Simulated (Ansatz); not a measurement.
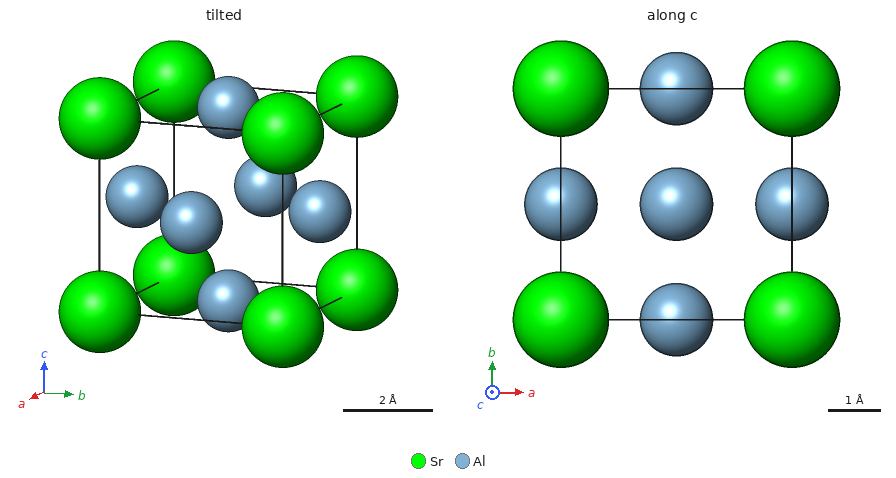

Crystal structure, spheres-only style, seen slightly off an axis and along the c axis. The box is the conventional unit cell; atoms on or close to its faces, edges and corners are drawn wherever they repeat.

SrAl₃, Cu₃Au (L1₂) type, space group Pm-3m (No. 221), a = 4.474 Å, b = 4.474 Å, c = 4.474 Å, α = 90.00°, β = 90.00°, γ = 90.00°. Its origin is a structure type filled with these elements by a generator (whether the compound takes this form wasn't checked). Earlier steps of the study, as a rule a relaxation of our own, may have changed the cell and positions, so they can lie some per cent off the listed ones. Ansatz was used for an electronic-structure calculation on it.

This one geometry was computed with Ansatz (DFT, plane waves, PAW) at five levels of theory: r2SCAN, PBEsol, PBE, PBE with spin-orbit coupling and LDA.

Q: Which level gives the highest pressure at this volume, and what does that say about its equilibrium volume?

A: Highest: r2SCAN (-0.4 GPa), PBE (0.0 GPa) and PBE with spin-orbit coupling (0.0 GPa), which points to the largest equilibrium volume. Lowest, with the smallest volume: LDA (-3.1 GPa). Levels within 0.5 GPa of each other can't be told apart.

Q: How does the band gap change with the level of theory?

A: All levels give a metal.

Q: Collect the results in a table.

A:
| level | cutoff (eV) | k-mesh of the run's cell | gap (eV) | pressure (GPa) |
| --- | --- | --- | --- | --- |
| r2SCAN | 500 | 8×8×8 | metal | -0.4 |
| PBEsol | 420 | 8×8×8 | metal | -1.8 |
| PBE | 420 | 8×8×8 | metal | 0.0 |
| PBE with spin-orbit coupling | 420 | 8×8×8 | metal | 0.0 |
| LDA | 420 | 8×8×8 | metal | -3.1 |

Gaps are taken on the k-mesh or band path of each run.
